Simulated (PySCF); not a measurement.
C2H9NSi (SiH2Me(NHMe))

Input file:

```
{"job": {"kind": "nmr", "xc": "PBE0", "basis": "pcSseg-1"}, "charge": 0, "multiplicity": 1}
Si     0.560708     0.585552     0.235737
H      0.793699     0.512842     1.713804
H      1.925787     0.660039    -0.397740
C     -0.384764     2.131666    -0.240546
H      0.172144     3.026076     0.079898
H     -1.379025     2.155760     0.230150
H     -0.514947     2.198004    -1.332392
N     -0.372261    -0.805666    -0.210129
C     -0.034201    -2.158175     0.159164
H     -0.909652    -0.740637    -1.068075
H      0.680964    -2.654675    -0.526820
H      0.424849    -2.167029     1.160979
H     -0.932670    -2.795859     0.218160
```

Run with:

```sh
OMP_NUM_THREADS=1 python probes_run.py task.json out
```

Geometry: PBE0-D3(BJ)/def2-SVP.

These are results of PBE0/pcSseg-1, SCF density, gas phase, non-relativistic (PySCF 2.14.0), not measurements.

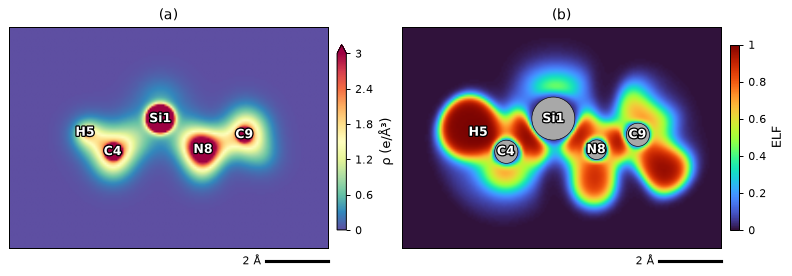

Figure 1. (a) total electron density; (b) ELF on the plane of atoms C4, Si1 and N8. Grey discs cover the atomic cores in the ELF map.

Describe what can be read from this map.

Answer. Atoms in the plane: Si, C, H and N. C–N (1.44 Å): the density is about 1.9 e/Å³ at the midpoint; the ELF peaks at about 0.90 between the atoms: a shared electron pair. Si–N (1.73 Å): ρ is about 1.1 e/Å³ halfway; the ELF peaks at about 0.90 between the atoms; a shared but strongly polarised pair. C–Si (1.87 Å): the density is about 0.96 e/Å³ at the midpoint; the ELF peaks at about 0.95 between the atoms (localised, covalent bonding). C–H (1.10 Å): ρ at the midpoint is about 1.9 e/Å³; the ELF climbs to about 1 towards the hydrogen, as it does in any bond to H (an ordinary covalent bond to hydrogen).

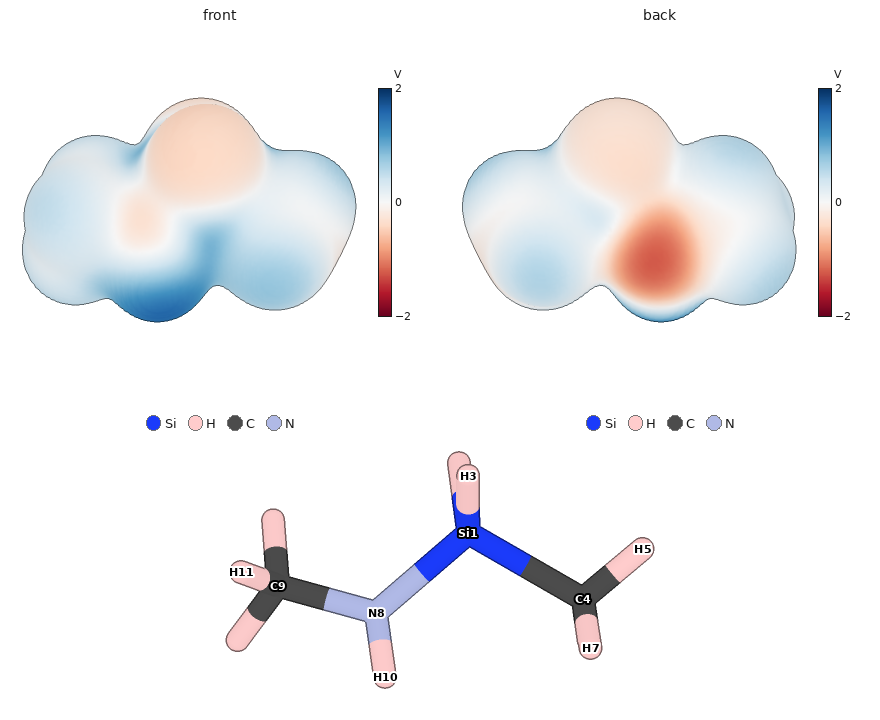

Figure 2. The molecular electrostatic potential painted on the density surface at 0.002 e/bohr³, seen from the front and from behind; red is negative and blue positive. The bare structure is drawn below in the same view.

Which sites attract a positive test charge, and which a negative one?

Answer. A positive charge is drawn to the negative regions and a negative charge to the positive ones. The most negative region (about −1.2 V) lies over N8, the most positive (about +1.5 V) over H10. N8 is the likeliest acceptor of a hydrogen bond.

What dipole moment does the calculation give?

Answer. Its dipole moment is 1.11 D.
